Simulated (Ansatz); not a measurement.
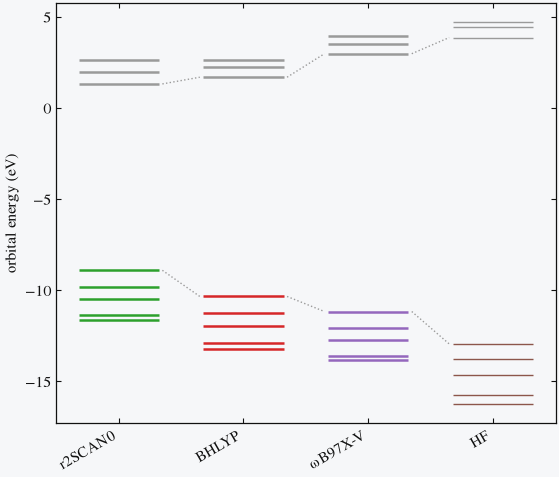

Frontier orbital energies of C₃H₅F₃O, SMILES O[C@H](CF)C(F)F at one geometry, def2-TZVPP, the Ansatz code, at a PBE0-D4/def2-TZVP geometry (a minimum by its frequencies). Empty levels are grey, levels within 0.1 eV stand side by side; all columns show the same few orbitals around the gap. Dotted lines join the HOMOs and the LUMOs.

> How do the frontier levels move from column to column?

The separation grows from 10.22 eV (r2SCAN0) to 16.80 eV (HF).

| level | HOMO (eV) | LUMO (eV) | separation (eV) |
| --- | --- | --- | --- |
| r2SCAN0 | −8.91 | 1.31 | 10.22 |
| BHLYP | −10.35 | 1.68 | 12.02 |
| ωB97X-V | −11.17 | 2.97 | 14.14 |
| HF | −12.95 | 3.85 | 16.80 |

Limits of at least one run: empty levels above zero depend strongly on the basis; one conformer of a flexible molecule.
